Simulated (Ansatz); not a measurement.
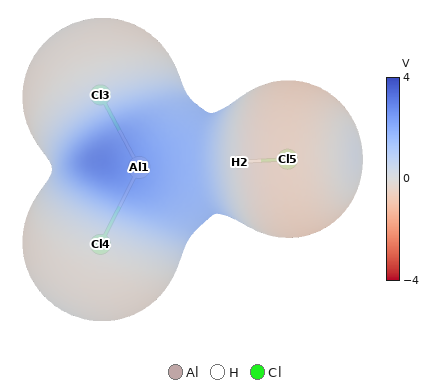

The picture shows: AlCl2···HCl (doublet). The electrostatic potential painted on the density surface at 0.002 e/bohr³, seen at a tilt; red is negative and blue positive.

Computed with UKS B3LYP/def2-SVP (Ansatz 0.2.0).

```
atom    x (Å)   y (Å)    z (Å)
  Al   0.0000  0.0000  -0.3072
   H   0.0000  0.0000   2.3764
  Cl   1.8419  0.0000  -1.3439
  Cl  -1.8419  0.0000  -1.3439
  Cl   0.0000  0.0000   3.6787
```

### Where is the surface potential most negative and most positive?

The most negative region (about −0.5 V) lies over Cl5, the most positive (about +2.9 V) over Al1. Cl5 shows a σ-hole: about +0.3 V at the tip opposite its bond, against about −0.5 V on its flanks.
